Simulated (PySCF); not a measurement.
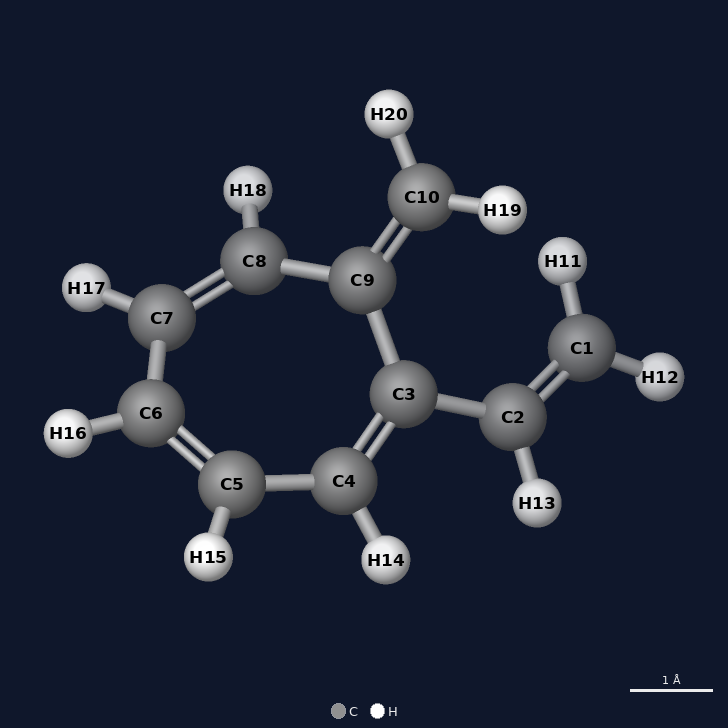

Atoms carry their numbers in the input. The geometry was computed by an optimisation with PBE0-D3(BJ)/def2-SVP. No frequency run is at hand to confirm it as a minimum.

Which atoms are bonded, and how long are the bonds? Leave out bonds to hydrogen.

```tsv
bond	length (Å)	order
C1–C2	1.341	double
C2–C3	1.465	single
C3–C4	1.367	double
C3–C9	1.485	single
C4–C5	1.435	single
C5–C6	1.361	double
C6–C7	1.440	single
C7–C8	1.353	double
C8–C9	1.472	single
C9–C10	1.344	double
```
